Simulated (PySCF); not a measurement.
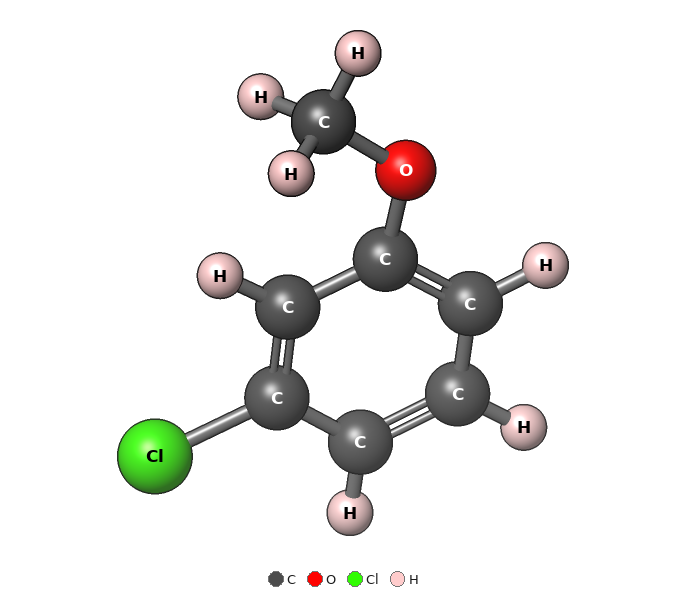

Rendered structure (ball-and-stick style). Multiple sticks mark multiple bonds (one Kekulé form).

The computed structure is the end point of a GFN2-xTB optimisation. No frequency run is at hand to confirm it as a minimum.

What does the picture show?

The molecule is C₇H₇ClO. Its SMILES string is `COc1cccc(Cl)c1`. Independent rings (smallest set): 1 of 6 members, 1 of them aromatic. Among its groups: ether, C–Cl bond. This geometry has Cs symmetry. Coordination: 1 C tetrahedral; 1 O bent; 6 C trigonal planar.

More results for the same structure follow; atom numbers are the same in all pictures, views and colours differ.

Geometry

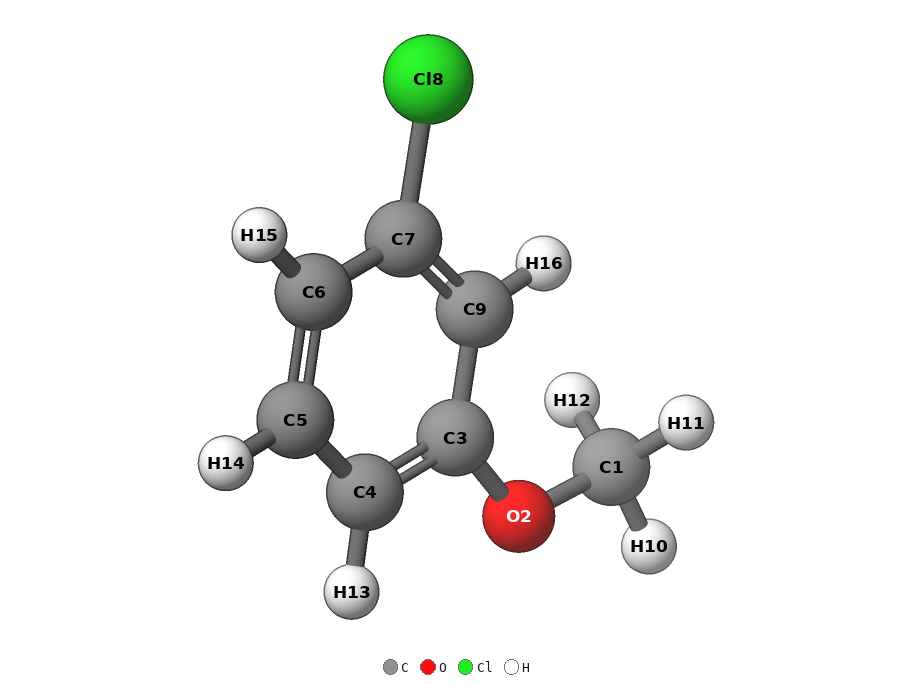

The atoms are numbered. No frequency run is at hand to confirm it as a minimum.

Which atoms are bonded, and how long are the bonds?

```
  bond  length (Å)     order
 C1–O2       1.408    single
C1–H10       1.089    single
C1–H11       1.094    single
C1–H12       1.095    single
 O2–C3       1.357    single
 C3–C4       1.397  aromatic
 C3–C9       1.391  aromatic
 C4–C5       1.378  aromatic
C4–H13       1.078    single
 C5–C6       1.387  aromatic
C5–H14       1.079    single
 C6–C7       1.382  aromatic
C6–H15       1.078    single
C7–Cl8       1.730    single
 C7–C9       1.386  aromatic
C9–H16       1.078    single
```

Excitation

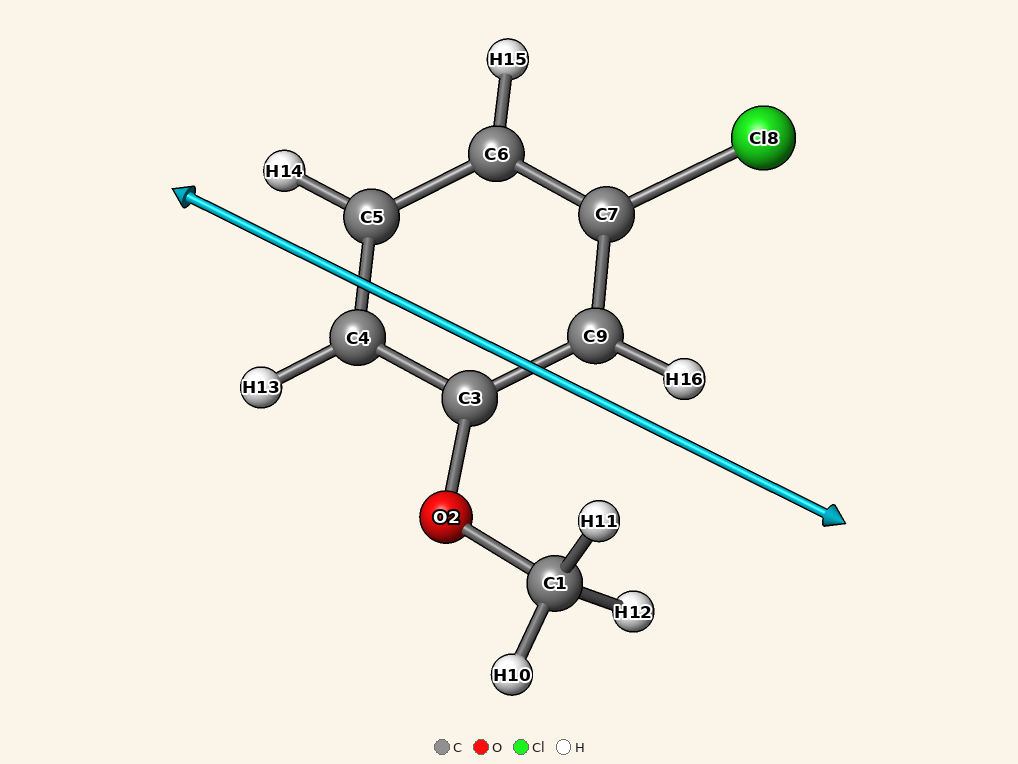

The double arrow shows the direction of the transition dipole to excited singlet state 2 (its length means nothing). No frequency run is at hand to confirm it as a minimum. Method: TDDFT PBE0/def2-SVPD, vertical, gas phase, core orbitals frozen in the response (PySCF 2.14.0).

How is the transition polarised?

Nearly parallel to the C3–C4 bond.

Give its energy, strength and character.

5.76 eV (215 nm), oscillator strength 0.076, mainly HOMO → LUMO+1 (weight 0.61); transition dipole 1.87 D.

Polarisability

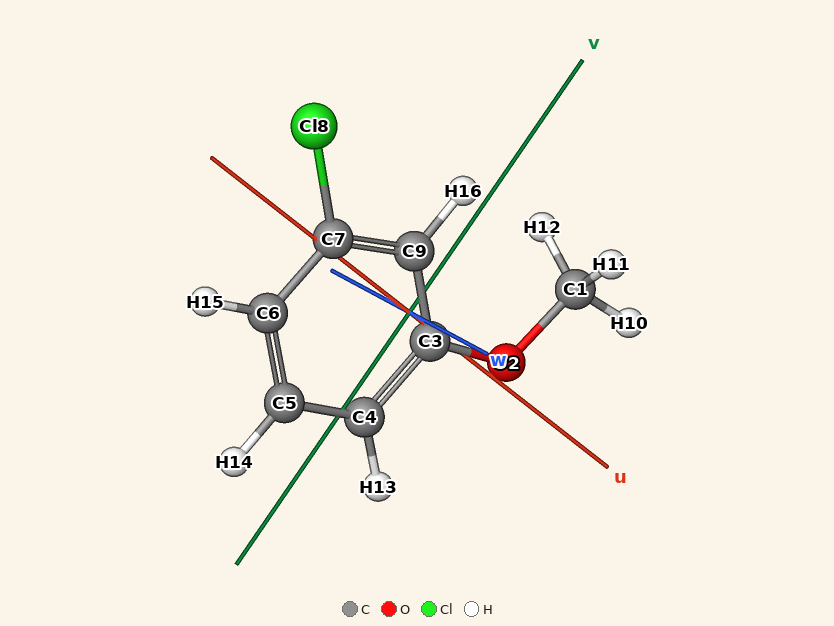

The lines u, v and w are the principal axes of the static dipole polarisability. No frequency run is at hand to confirm it as a minimum. Computed with PBE0/def2-SVPD (PySCF 2.14.0).

Along which axis is the molecule most polarisable, and along which least?

Most along u (close to the long direction C1···Cl8), least along w.

Give the three principal values.

u 126.3, v 111.9, w 61.5 bohr³; mean 99.9, anisotropy 58.9 bohr³.

Quadrupole coupling

No frequency run is at hand to confirm it as a minimum. Electric field gradients from the ground-state density, PBE0/pcSseg-1 (PySCF 2.14.0), non-relativistic apart from any core potentials.

Give the largest field-gradient component, the quadrupole coupling constant and the asymmetry for 17O at O2 (Q = −25.6 mb), 35Cl at Cl8 (Q = −81.7 mb), 2H at H10 (Q = 2.86 mb), 2H at H11 (Q = 2.86 mb).

```csv
atom,V_zz (a.u.),e²qQ/h (MHz),η
O2,1.932,−11.62,0.68
Cl8,3.888,−74.6,0.08
H10,0.304,0.204,0.07
H11,0.291,0.196,0.08
```

NMR shielding

The questions are on isotropic NMR shieldings of the H atoms. No frequency run is at hand to confirm it as a minimum. Method: GIAO PBE0/pcSseg-1 NMR shielding, non-relativistic, gas phase (PySCF 2.14.0).

List the isotropic NMR shieldings of the H atoms.

| atom | σ (ppm) |
| --- | --- |
| H10 | 27.42 |
| H11 | 27.99 |
| H12 | 27.99 |
| H13 | 24.64 |
| H14 | 24.23 |
| H15 | 24.58 |
| H16 | 24.98 |
